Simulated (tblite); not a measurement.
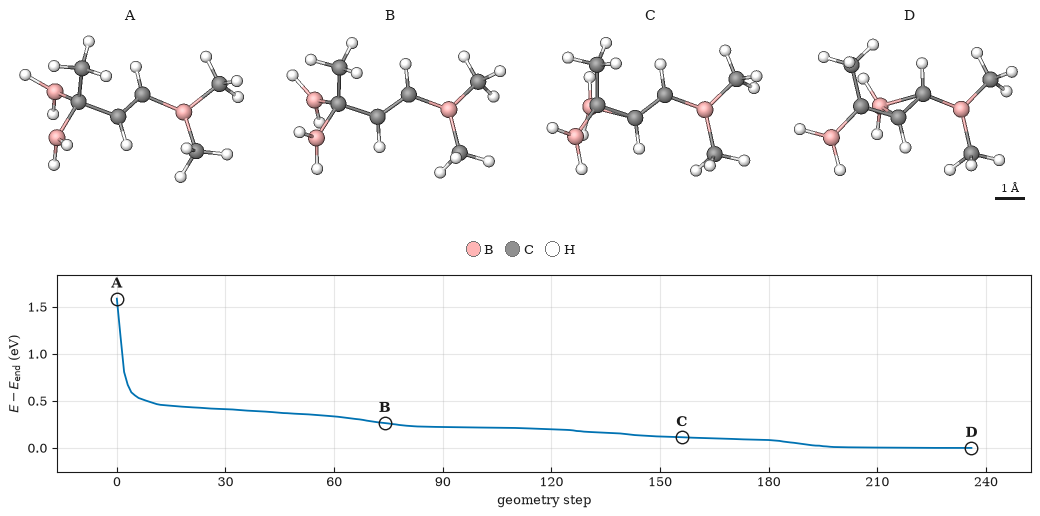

Frames of a relaxation of C$_{6}$H$_{15}$B$_{3}$, marked on the history of the run. A ball-and-stick model, seen at a tilt.

Level of theory: GFN2-xTB geometry optimisation, gas phase in tblite 0.8.0. 

Question: What happens along the run?

Answer: Over 236 geometry steps the energy falls by 1.587 eV. The atom that moves furthest after the best rigid fit is an H atom (2.09 Å). Largest moves by element: H 2.09 Å, B 1.65 Å, C 0.71 Å. Some distances before and after: B–C 3.055 → 1.724 Å, B–C 2.560 → 1.729 Å, B–B 2.534 → 3.034 Å, B–C 1.574 → 2.049 Å. New bonds form: B–C (3.06 → 1.72 Å). Bonds break: B–C (1.57 → 2.05 Å). Bond angles that change, for instance: B–C–C 104.5° → 118.8°, C–C–C 109.0° → 121.8°, B–C–H 104.5° → 113.5°. Cost: 3.4 s on 1 thread of Arm Neoverse N1, on a shared host. From step 0 to 74: an H atom moves most (1.12 Å), energy −1.322 eV. From step 74 to 156: an H atom moves most (1.36 Å), energy −0.151 eV. From step 156 to 236: an H atom moves most (1.18 Å), energy −0.114 eV.

```csv
step,"E − E(0), eV"
0,0.0000
1,-0.3962
2,-0.7787
3,-0.9153
4,-0.9958
5,-1.0287
6,-1.0558
7,-1.0702
8,-1.0836
9,-1.0964
10,-1.1095
22,-1.1577
34,-1.1844
46,-1.2163
58,-1.2454
69,-1.2967
81,-1.3540
93,-1.3663
105,-1.3719
117,-1.3843
129,-1.4138
141,-1.4413
153,-1.4680
165,-1.4838
177,-1.4984
188,-1.5377
200,-1.5790
212,-1.5837
224,-1.5865
236,-1.5871
```
